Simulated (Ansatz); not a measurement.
# C₄H₇BN₂Si (SMILES Bc1cnc([SiH3])nc1): what the fields show

```yaml
atoms:
  - { symbol: C, position_ang: [-1.4575, 1.2954, -1.1935] }
  - { symbol: C, position_ang: [-0.5491, 0.3794, -1.7656] }
  - { symbol: C, position_ang: [0.7583, 0.4106, 0.1046] }
  - { symbol: C, position_ang: [-1.1215, 1.7042, 0.1148] }
  - { symbol: B, position_ang: [-2.7107, 1.8022, -1.9318] }
  - { symbol: N, position_ang: [0.5388, -0.0597, -1.1374] }
  - { symbol: N, position_ang: [-0.0383, 1.2761, 0.7587] }
  - { symbol: Si, position_ang: [2.2896, -0.2460, 1.0309] }
  - { symbol: H, position_ang: [-2.9493, 1.4177, -3.0495] }
  - { symbol: H, position_ang: [-3.4537, 2.5840, -1.3926] }
  - { symbol: H, position_ang: [-0.7241, -0.0069, -2.7776] }
  - { symbol: H, position_ang: [1.8924, -1.4857, 1.7596] }
  - { symbol: H, position_ang: [2.7593, 0.7731, 2.0074] }
  - { symbol: H, position_ang: [3.3640, -0.5697, 0.0543] }
  - { symbol: H, position_ang: [-1.7681, 2.4094, 0.6520] }
```

Geometry: B3LYP-D3(BJ)/def2-SVP.

Computed with isolated molecule in a Gaussian basis; Kohn-Sham density functional theory, functional PBE0 in Ansatz.

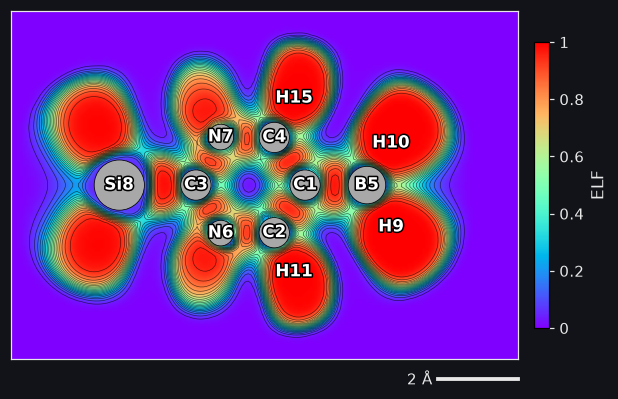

Figure 1. Electron localisation function on the plane of atoms C1, C4 and H15. Grey discs cover the atomic cores.

> Describe what can be read from this map.

Atoms in the plane: C, B, N, Si and H.
C–N (1.33 Å): the ELF peaks at about 0.90 between the atoms (localised, covalent bonding).
C–C (1.41 Å): the ELF peaks at about 0.95 between the atoms, as expected for a covalent bond.
C–B (1.54 Å): the ELF peaks at about 1 between the atoms: localised, covalent bonding.
C–Si (1.91 Å): the ELF peaks at about 1 between the atoms, as expected for localised, covalent bonding.
C–H (1.10 Å): the ELF climbs to about 1 towards the hydrogen, as it does in any bond to H; a covalent bond by its length.
The ELF also peaks beside N6 and N7, away from the bonds: lone-pair regions.

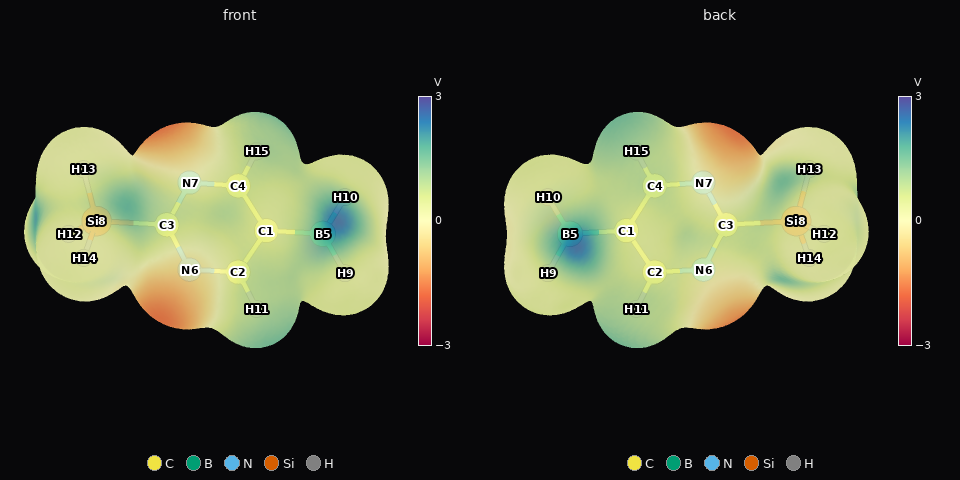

Figure 2. The molecular electrostatic potential painted on the density surface at 0.004 e/bohr³, seen from the front and from behind; the colour scale runs from red (negative) to blue (positive).

> Which sites attract a positive test charge, and which a negative one?

A positive charge is drawn to the negative regions and a negative charge to the positive ones. The most negative region (about −1.6 V) lies over N6 and N7, the most positive (about +2.4 V) over B5.

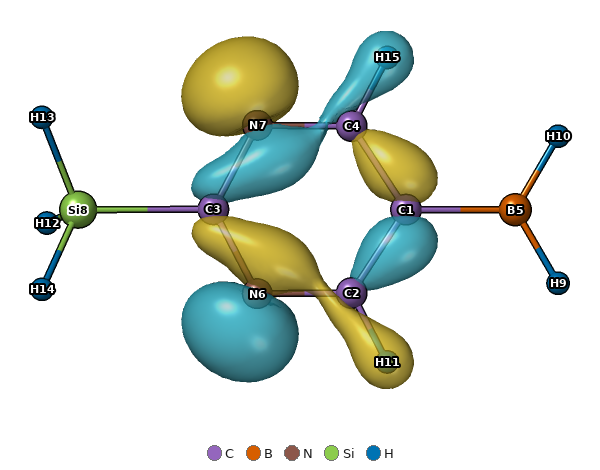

Figure 3. The HOMO at ±0.15 Å⁻³ᐟ² (yellow and cyan are the two phases), seen at a tilt.

> What is the character of this orbital?

It lies mainly on N6 (about 35 %), N7 (about 35 %) and C3 (about 5 %). Its energy is −7.59 eV.

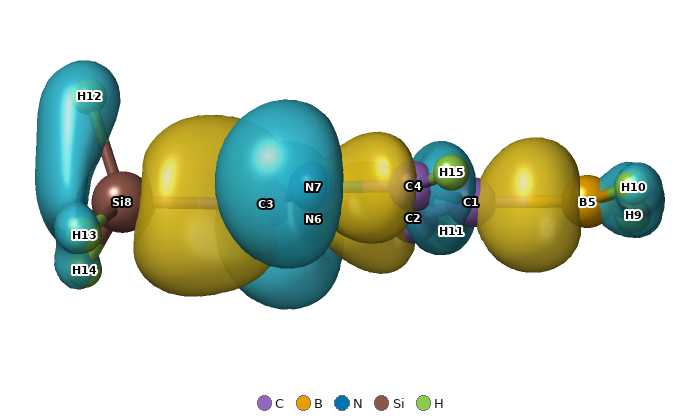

Figure 4. The HOMO−1 at ±0.08 Å⁻³ᐟ² (yellow and cyan are the two phases), seen from one side.

> What is the character of this orbital?

By Hirshfeld shares it lies mainly on N6 (about 25 %), N7 (about 25 %), C3 (about 15 %), Si8 (about 10 %) and C1 (about 5 %). Its energy is −8.35 eV.
